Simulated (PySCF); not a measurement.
# C₂H₇BO₂Si (SMILES OB(O)[SiH]1CC1): what the fields show

The calculation's input:

```
{"job": {"kind": "uv", "xc": "CAM-B3LYP", "basis": "def2-SVPD", "nstates": 8, "ntriplets": 3}, "charge": 0, "multiplicity": 1}
O      1.585069     1.514939     0.157494
B      1.562669     0.201899    -0.166590
O      2.677732    -0.498245    -0.493358
Si    -0.113156    -0.770977    -0.177861
C     -1.787919     0.056820    -0.530021
C     -1.586766    -0.305565     0.929222
H      2.428763     1.972541     0.155882
H      3.519379    -0.035147    -0.493845
H     -0.170843    -2.196121    -0.524645
H     -1.830533     1.112763    -0.754798
H     -2.555670    -0.494818    -1.050583
H     -1.503032     0.523995     1.616471
H     -2.230080    -1.081597     1.314904
```

Run with:

```sh
OMP_NUM_THREADS=1 python probes_run.py task.json out
```

Geometry: GFN2-xTB.

Level of theory: CAM-B3LYP/def2-SVPD, SCF density, gas phase in PySCF.

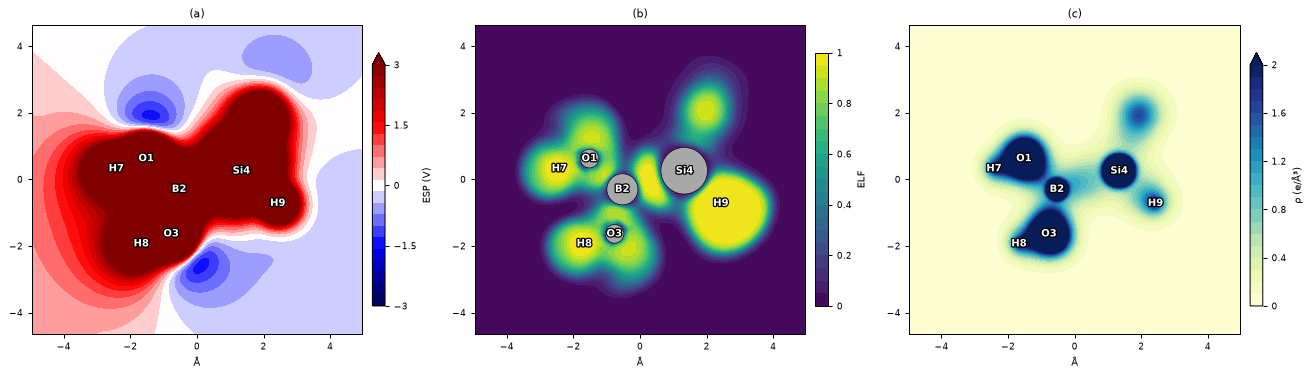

Figure 1. (a) molecular electrostatic potential; (b) electron localisation function; (c) total electron density on the plane of atoms O3, B2 and Si4. Grey discs cover the atomic cores in the ELF map.

Question: What does the map show?

Answer:
- Atoms in the plane: O, B, Si and H.
- B–O (1.35 Å): ρ is about 2.1 e/Å³ halfway; the ELF peaks at about 0.90 between the atoms, as expected for a polar covalent bond.
- Si–B (1.94 Å): ρ is about 0.9 e/Å³ halfway; the ELF peaks at about 1 between the atoms: a covalent bond.
- O–H (0.96 Å): the density is about 3.7 e/Å³ at the midpoint; the ELF climbs to about 1 towards the hydrogen, as it does in any bond to H (a covalent bond by its length).
- Si–H (1.47 Å): ρ at the midpoint is about 0.77 e/Å³; the ELF climbs to about 1 towards the hydrogen.
- The ELF also peaks beside O3 and O1, away from the bonds: lone-pair regions.
- Outside the dense part of the molecule the potential is most negative (−1.4 V) near O3.

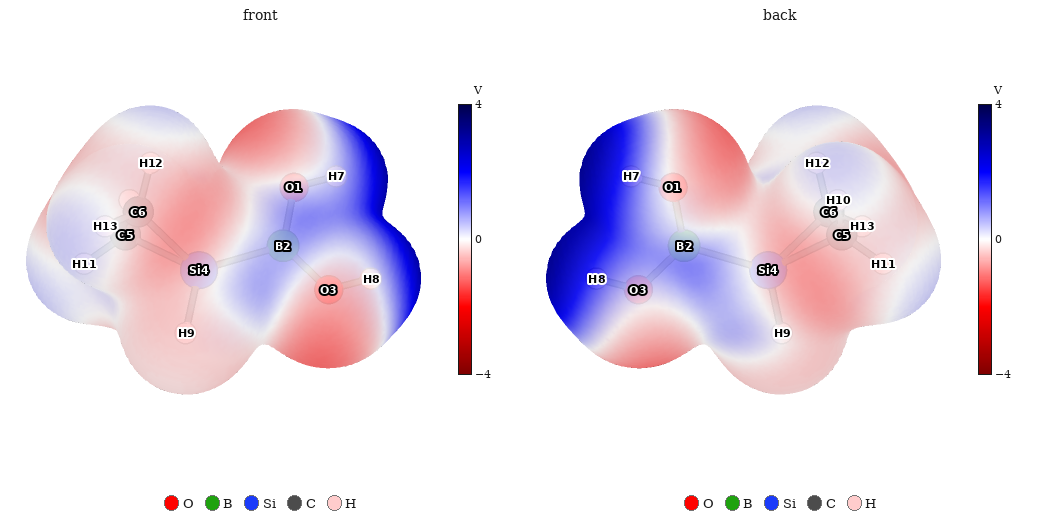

Figure 2. The electrostatic potential painted on the density surface at 0.002 e/bohr³, seen from the front and from behind; the colour scale runs from red (negative) to blue (positive).

Question: Where is the surface potential most negative and most positive?

Answer: The most negative region (about −1.1 V) lies over O1 and O3, the most positive (about +3.0 V) over H7 and H8.

Question: How polar is the molecule by this calculation?

Answer: Its dipole moment is 3.37 D.
